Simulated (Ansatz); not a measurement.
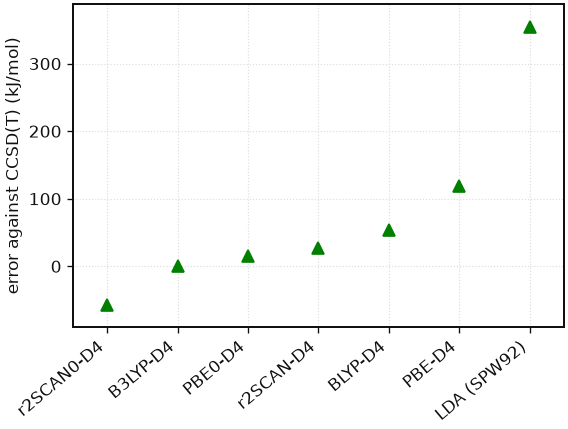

Error in the electronic atomisation energy (method less reference, so positive means overbinding) of CO₂, SMILES O=C=O: functionals in def2-TZVPP against frozen-core CCSD(T) at the limit (scheme: direct), which gives 1625.3 kJ/mol, at a PBE0-D4/def2-TZVP geometry (a minimum by its frequencies), no zero-point or spin-orbit term, the Ansatz code 0.2.0. The reference leaves out core correlation, a term that grows with the number of heavy atoms.

### Which of these levels overbind, and which underbind?

Overbind: PBE0-D4, r2SCAN-D4, BLYP-D4, PBE-D4 and LDA (SPW92). Underbind: r2SCAN0-D4. Within 15 kJ/mol of zero, too close to call in view of what the reference leaves out: B3LYP-D4.

### Give the values.

```csv
level,kJ/mol
r2SCAN0-D4,−56.7
B3LYP-D4,1.1
PBE0-D4,15.1
r2SCAN-D4,27.7
BLYP-D4,53.1
PBE-D4,118.4
LDA (SPW92),354.8
```
